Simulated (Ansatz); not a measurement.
Input

```
crystal:
  lattice:
    - [-1.6441377596, 1.6441377596, 10.5211874457]
    - [1.6441377596, -1.6441377596, 10.5211874457]
    - [1.6441377596, 1.6441377596, -10.5211874457]
  atoms:
    - { symbol: Sn, position: [0.3953220648, 0.3953220648, 0.0] }
    - { symbol: Sn, position: [0.6046779352, 0.6046779352, 0.0] }
    - { symbol: Ge, position: [0.0, 0.0, 0.0] }
    - { symbol: Ge, position: [0.7896657389, 0.7896657389, 0.0] }
    - { symbol: Ge, position: [0.2103342611, 0.2103342611, 0.0] }
basis:
  ecutwfc: 420
kpoints:
  mp_grid: { grid: [16, 16, 16] }
hamiltonian:
  xc: pbe
scf:
  occupations: { method: gaussian, width: 0.1 }
output:
  forces: true
  stress: true
  eigenvalues: true
  write_density: true
  write_potential: true
  elf: true
  volumetric_format: npy
relax:
  adjacent_minimum: "off"
  f_tol: 0.01
  max_steps: 80
  cell: { stress_tol: 0.05 }
```

Command:

```sh
ansatz run input.yaml --threads 1 --pin off --max-ram 2560MiB --backend cpu --events-out ev --progress --plain --runs-dir out
```

Below, planes, directions and counts refer to the conventional cell (a = 3.42 Å, b = 3.42 Å, c = 19.36 Å, α = 90.00°, β = 90.00°, γ = 90.00°).

The fields are those of the run's last geometry, not of the input's.

Space group I4/mmm; a structure generated by program, which may or may not match a known phase.

Method: DFT PBE, scalar-relativistic, plane waves, PAW (Ansatz 0.2.0).

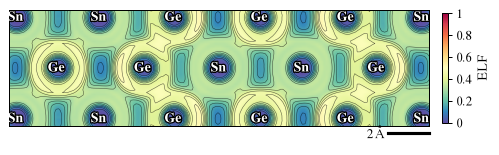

Sn$_{2}$Ge$_{3}$. Electron localisation function on the (11̄0) plane of the conventional cell.

Core electrons are frozen (PAW), and the valence fields are smoothed inside the atomic spheres.

> Interpret the plot.

The plane passes through Sn and Ge nuclei. Ge–Ge (2.82 Å): the ELF is about 0.50 at the midpoint. Sn–Ge (3.13 Å): the ELF is about 0.35 at the midpoint. Sn–Ge (3.23 Å): the ELF is about 0.30 at the midpoint.
